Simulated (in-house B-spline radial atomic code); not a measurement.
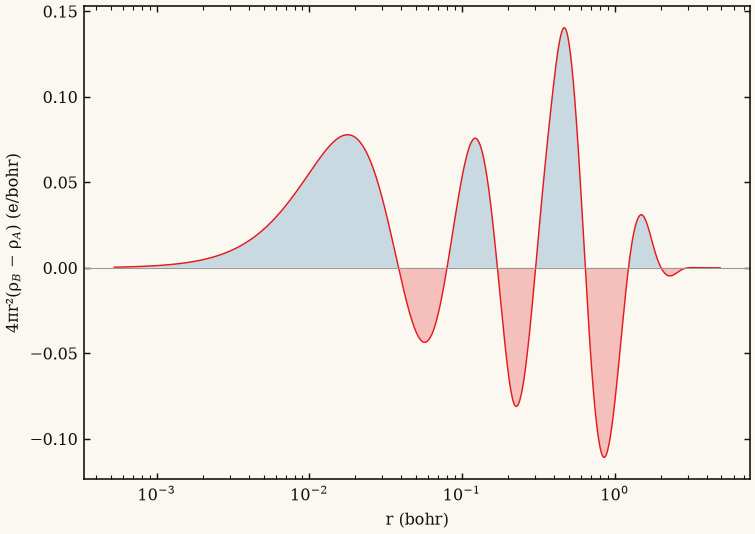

The strontium ion Sr⁵⁺ in [Ar] 3d10 4s2 4p3 (high spin) was computed by two methods: B97-1; LDA (VWN5). Both runs are non-relativistic, spin-polarised and spherical. Computed with an in-house B-spline radial code.

The plot shows the radial density of run B less that of run A; on the logarithmic r axis, areas aren't charges.

A is LDA (VWN5) and B is B97-1.

Where does the charge move between the methods?

B holds 0.049 electrons more than A where the difference is positive (most at r = 0.47 bohr) and as many fewer where it is negative (most at r = 0.85 bohr), out of 33 electrons.
